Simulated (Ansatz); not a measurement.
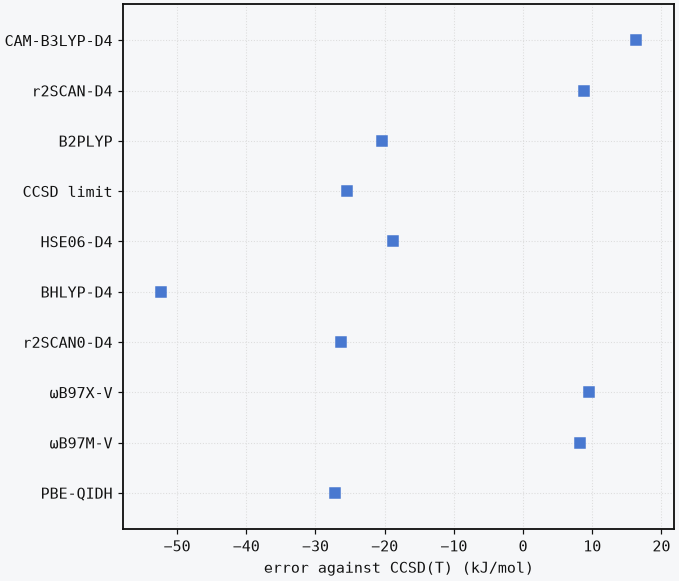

Error in the electronic atomisation energy (method less reference, so positive means overbinding) of AlBH₄O, SMILES O[BH][AlH2], singlet: functionals in def2-TZVPP against frozen-core CCSD(T) at the limit (MP2 extrapolated from triple and quadruple zeta, plus CCSD(T) less MP2 in a smaller set), which gives 2201.3 kJ/mol, at a PBE0-D4/def2-TZVP geometry (a minimum by its frequencies), no zero-point or spin-orbit term, the Ansatz code. The reference leaves out core correlation, a term that grows with the number of heavy atoms. B2PLYP and PBE-QIDH hold a correlation term that converges slowly with the basis, so part of the distance to the limit is basis error. No dispersion term is added to B2PLYP and PBE-QIDH. Limit means the basis limit.

Q: Which of these levels overbind, and which underbind?

A: Overbind: CAM-B3LYP-D4. Underbind: B2PLYP, CCSD limit, HSE06-D4, BHLYP-D4, r2SCAN0-D4 and PBE-QIDH. Within 15 kJ/mol of zero, too close to call in view of what the reference leaves out: r2SCAN-D4, ωB97X-V and ωB97M-V.

Q: What range do the values span?

A: From −52.3 kJ/mol (BHLYP-D4) to 16.4 kJ/mol (CAM-B3LYP-D4).
